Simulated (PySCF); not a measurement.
SMILES O[Si](O)(C#C[Si](C)(O)O)O, singlet at its GFN2-xTB optimised geometry (Å):

```
18

Si    -2.4859    -0.5657     0.0000
O     -3.0560    -1.3214     1.3205
O     -3.0465     0.9607     0.0000
O     -3.0513    -1.3283    -1.3187
C     -0.6257    -0.5657     0.0000
C      0.5832    -0.5708     0.0065
Si     2.4454    -0.5698    -0.0158
C      3.0580    -0.9919    -1.7572
O      3.0615    -1.6818     0.9937
O      2.9820     0.8758     0.5433
H     -3.0233    -2.2717     1.3600
H     -3.0615     1.4466     0.8182
H     -3.0199    -0.8876    -2.1615
H      2.8057    -2.0137    -2.0177
H      4.1368    -0.8900    -1.8308
H      2.6095    -0.3434    -2.5044
H      3.1570    -1.4771     1.9199
H      2.7518     1.6818     0.0929
```

Computed with PBE0/def2-SVP in PySCF. Cells within 0.4 Å of a nucleus heavier than hydrogen are left out (blank, or x).

Map of the HOMO amplitude (bohr^(-3/2)) on the plane z = 0.0 Å; orbital energy -7.95 eV, overall sign arbitrary:

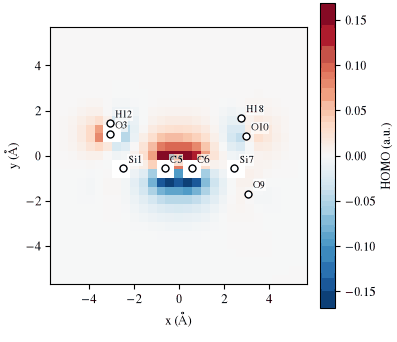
Figure: HOMO amplitude (bohr^(-3/2)) on the plane z = 0.0 Å.
